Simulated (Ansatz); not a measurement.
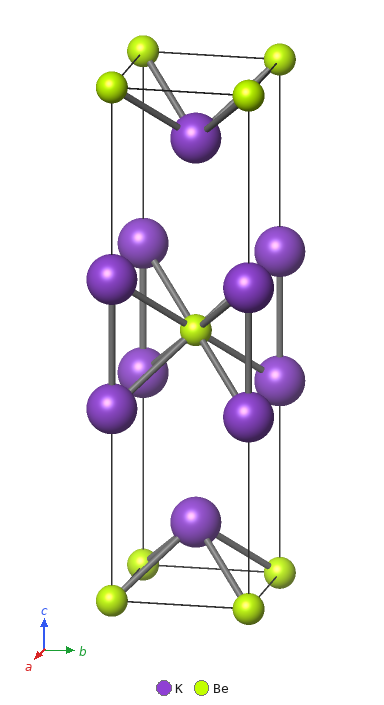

Crystal structure, ball-and-stick style, seen slightly off an axis. The wireframe shows the conventional unit cell.

Work out the formula from the picture.

Answer. K2Be. The cell holds 4 K, 2 Be, counting shared atoms by their share.

Which of the 230 space groups is it?

Answer. I4/mmm (No. 139), with K on 4e and Be on 2a.

How far does the bonding extend?

Answer. The bonds build K2Be layers parallel to (001).

The cell started as a textbook structure type filled with these elements (whether it is the usual form wasn't checked). The structure drawn was relaxed with DFT PBE, scalar-relativistic, plane waves, PAW (Ansatz 0.2.0).
